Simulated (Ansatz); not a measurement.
## Run report: SiNH$_{4}$F, frequency calculation

System: SiNH$_{4}$F.
Method: RKS r2SCAN-D4/6-31G* (Ansatz 0.2.0).

It belongs to a series of runs on one base structure; here: vibrations at the highest image of the band. Figures and captions count atoms from 1; the log counts them from 0 in places.

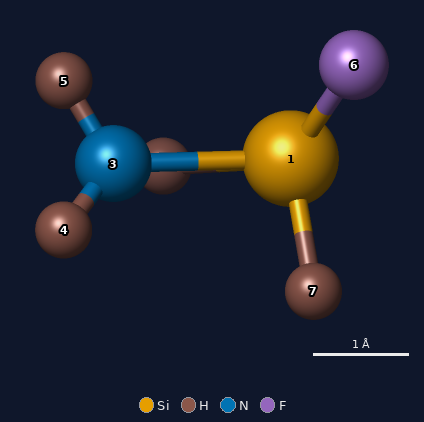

**Figure 1.** The input geometry (ball-and-stick view, seen at a tilt; atoms are numbered from 1 in the order of the input). Bond lengths as drawn: F–Si 1.63 Å, H–N 1.02 Å, H–Si 1.50 to 1.66 Å and N–Si 1.89 Å.

Input
```yaml
crystal:
  periodic: [false, false, false]
  atoms:
    - { symbol: Si, position_ang: [-0.146954, 0.154075, 0.294899] }
    - { symbol: H, position_ang: [0.940415, -0.097477, 1.521934] }
    - { symbol: "N", position_ang: [1.725017, -0.043374, 0.414421] }
    - { symbol: H, position_ang: [2.299826, -0.752932, -0.050651] }
    - { symbol: H, position_ang: [2.28033, 0.775187, 0.654592] }
    - { symbol: F, position_ang: [-0.484328, 1.256183, -0.85581] }
    - { symbol: H, position_ang: [-0.373704, -1.185662, -0.351884] }
basis:
  gaussian: { orbitals: "6-31G*" }
hamiltonian:
  xc: r2scan
  dispersion: d4
phonons: {}
```

Command:
```bash
ansatz run input.yaml --threads 1 --pin off --max-ram 2048MiB --backend cpu --events-out ev --progress --plain --runs-dir out
```

Output
```
Engine: ansatz 0.2.0, x86_64-unknown-linux-gnu
Functional definition: r2SCAN
  parameter k0 = 0.174
  parameter k1 = 0.065
  parameter a1 = 4.9479
  exchange = r2scan_x(k0 = k0, k1 = k1, a1 = a1)
  correlation = r2scan_c
694 factors; their error is unknown
mean field evaluation 1: about -12139.5533 eV, gradient 5.6e1 eV
mean field evaluation 2: about -12121.9924 eV, gradient 9.8e1 eV
mean field evaluation 4: about -12145.1773 eV, gradient 8.9e0 eV
mean field evaluation 8: about -12145.3508 eV, gradient 1.4e-1 eV
mean field evaluation 16: about -12145.2975 eV, gradient 3.8e-5 eV
mean field -12145.29749314 eV, -446.3314504947 hartree, gradient 3.8e-5 eV, S^2 0.000000; 0 other end points of the search recorded, 0 dependent functions left out
the calculation of the forces begins
reference -12145.29750158 eV, -446.3314508049 hartree; 17, 17 occupied and 40, 40 virtual orbitals, 694 factors
these checks for a lower state are left out or cut short: stability, starts, cluster_reference, orbital_swaps, neighbouring_geometries, increment
694 factors; their error is unknown
mean field -12145.29744794 eV, -446.3314488335 hartree, gradient 2.3e-6 eV, S^2 0.000000; 0 other end points of the search recorded, 0 dependent functions left out
[... from here on the field's lines of each further geometry are left out, up to the last ...]
the calculation of the forces begins
reference -12145.29748645 eV, -446.3314502486 hartree; 17, 17 occupied and 40, 40 virtual orbitals, 694 factors
these checks for a lower state are left out or cut short: stability, starts, cluster_reference, orbital_swaps, neighbouring_geometries, increment
694 factors; their error is unknown
mean field -12145.29747768 eV, -446.3314499265 hartree, gradient 1.5e-6 eV, S^2 0.000000; 0 other end points of the search recorded, 0 dependent functions left out
the calculation of the forces begins
reference -12145.29748612 eV, -446.3314502366 hartree; 17, 17 occupied and 40, 40 virtual orbitals, 694 factors
WARN: phonons: modes at or below zero, which the zero-point energy, F, S and C_V leave out: 1, the lowest at -1444.74 cm⁻¹. A minimum has none, and a first-order saddle one
Total energy: -12145.31939100 eV, -446.3322552262 hartree
Atom 0 at    -0.146954     0.154075     0.294899 Å, force    -0.005609     0.003896     0.000732 eV/Å
Atom 1 at     0.940415    -0.097477     1.521934 Å, force     0.001898     0.002297    -0.001631 eV/Å
Atom 2 at     1.725017    -0.043374     0.414421 Å, force     0.000488    -0.009738     0.000796 eV/Å
Atom 3 at     2.299826    -0.752932    -0.050651 Å, force     0.006820     0.000656    -0.000419 eV/Å
Atom 4 at     2.280330     0.775187     0.654592 Å, force    -0.003198     0.003120     0.000124 eV/Å
Atom 5 at    -0.484328     1.256183    -0.855810 Å, force     0.000725    -0.000575     0.001153 eV/Å
Atom 6 at    -0.373704    -1.185662    -0.351884 Å, force    -0.001125     0.000344    -0.000754 eV/Å
Dipole moment:     0.675193    -0.180285     0.096763 e Å
Vibrations: -1444.74 234.89 348.93 562.15 633.44 775.59 805.64 870.44 921.89 1267.07 1583.98 1789.49 2147.98 3410.15 3592.55 cm⁻¹, zero-point energy 1.174389 eV
```

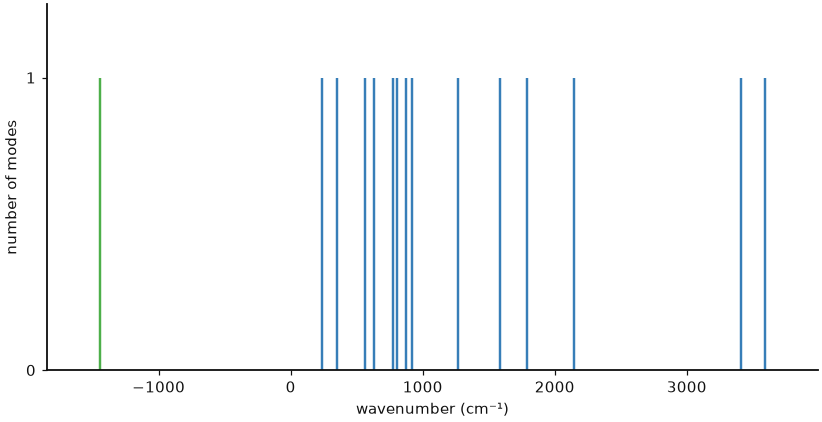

**Figure 2.** Harmonic vibrational wavenumbers from the force constants; neighbouring modes closer than 23 cm⁻¹ are counted in one stick, and imaginary ones are drawn at negative wavenumbers. 15 modes from 1445i to 3593 cm⁻¹, 1 imaginary beyond 8i (1445i cm⁻¹): a first-order saddle point, if the geometry is stationary.

Key numbers

- outcome: converged
- total energy: −12145.3194 eV
- mean-field energy: −12145.2975 eV
- largest force (length of the vector): 0.010 eV/Å
- hardware: 1 thread of AMD EPYC (Zen 3), 192 GiB of memory available, shared host
- wall time: 52 s
- peak memory: 0.12 GiB
